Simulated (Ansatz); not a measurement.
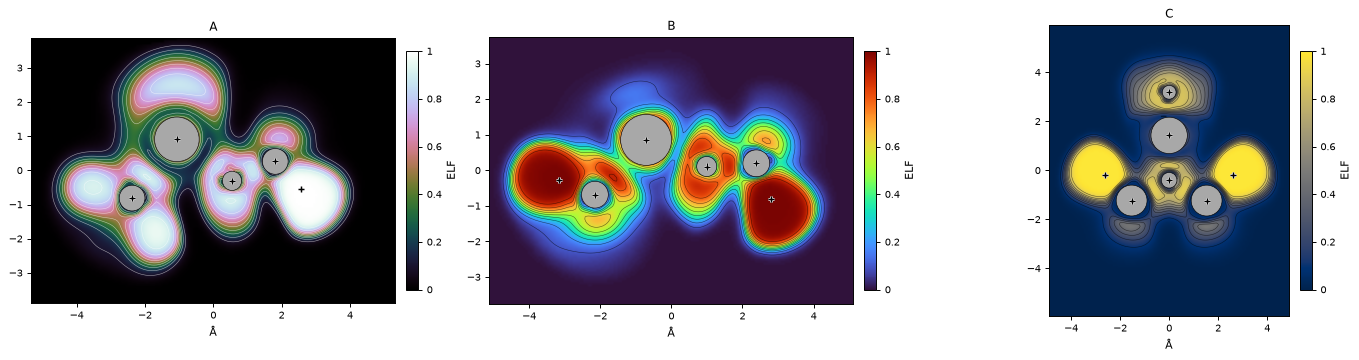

The electron localisation function of 3 systems, each on a plane through atoms (crosses mark nuclei in the plane; grey discs cover the cores).

Level of theory: isolated molecule in a Gaussian basis; Kohn-Sham density functional theory, functional PBE0 in Ansatz 0.2.0.

System 1: C2H6O3W (SMILES C[O][W]([CH3])(=[O])=[O]), the plane of atoms O3, C1 and H7. Geometry: PBE0-D4/def2-SVP; core potentials replace the inner electrons of W.

```yaml
atoms:
  - { symbol: C, position_ang: [-2.7593, -0.0234, -0.1292] }
  - { symbol: C, position_ang: [1.6126, 1.4709, -0.2720] }
  - { symbol: O, position_ang: [-1.4759, 0.5178, -0.0238] }
  - { symbol: O, position_ang: [0.2440, 0.9353, 2.3895] }
  - { symbol: O, position_ang: [-0.5622, 3.1839, 0.9833] }
  - { symbol: W, position_ang: [-0.1750, 1.5274, 0.8445] }
  - { symbol: H, position_ang: [-2.8190, -0.6226, -1.0508] }
  - { symbol: H, position_ang: [-3.5161, 0.7763, -0.1787] }
  - { symbol: H, position_ang: [-2.9786, -0.6765, 0.7311] }
  - { symbol: H, position_ang: [1.9627, 0.4297, -0.3664] }
  - { symbol: H, position_ang: [2.3990, 2.0609, 0.2241] }
  - { symbol: H, position_ang: [1.4410, 1.8904, -1.2770] }
```

System 2: H7NOSi2Zn (SMILES [OH][Zn][N]([SiH3])[SiH3]), the plane of atoms Si3, N1 and Si4. Geometry: PBE0-D4/def2-SVP.

```xyz
12

N     0.0628   -0.1059    0.0503
O    -0.8369    3.3514   -0.3313
Si   -0.8682   -1.0878    1.1433
Si    1.4559   -0.6981   -0.8065
Zn   -0.4317    1.6388   -0.1907
H    -1.4583    3.5636   -1.0347
H    -2.0084   -0.2640    1.6627
H    -1.4369   -2.3007    0.4713
H    -0.0660   -1.5633    2.3163
H     2.5595   -1.1245    0.1131
H     1.9773    0.4050   -1.6783
H     1.1278   -1.8697   -1.6815
```

System 3: C2H9OSbSi (SMILES C[O][Sb]([CH3])[SiH3]), the plane of atoms C2, Sb4 and O3. Geometry: PBE0-D4/def2-SVP; core potentials replace the inner electrons of Sb.

```xyz
14

C    -0.6141    0.2987    2.5264
C    -1.0423    1.7072   -1.5432
O    -1.0012    0.7359    1.2600
Sb    0.3555    1.6873    0.1055
Si   -0.4610    3.9832    0.9925
H    -1.4513   -0.2699    2.9663
H    -0.3829    1.1293    3.2249
H     0.2677   -0.3741    2.5125
H    -0.9067    2.6062   -2.1613
H    -0.9017    0.8110   -2.1623
H    -2.0483    1.7019   -1.1008
H    -0.2240    4.0447    2.4684
H     0.2679    5.1251    0.3534
H    -1.9255    4.1348    0.7299
```

**Which map belongs to which system?**

Panel A is system 3, C2H9OSbSi: the plane holds C, O, Sb and H. C–O (1.39 Å): the ELF peaks at about 0.85 between the atoms, as expected for a shared but strongly polarised pair. Panel B is system 1, C2H6O3W: the plane holds C, O, W and H. C–O (1.40 Å): the ELF peaks at about 0.90 between the atoms (a polar covalent bond). Panel C is system 2, H7NOSi2Zn: the plane holds N, O, Si, Zn and H. Si–N (1.74 Å): the ELF peaks at about 0.90 between the atoms (a polar covalent bond).
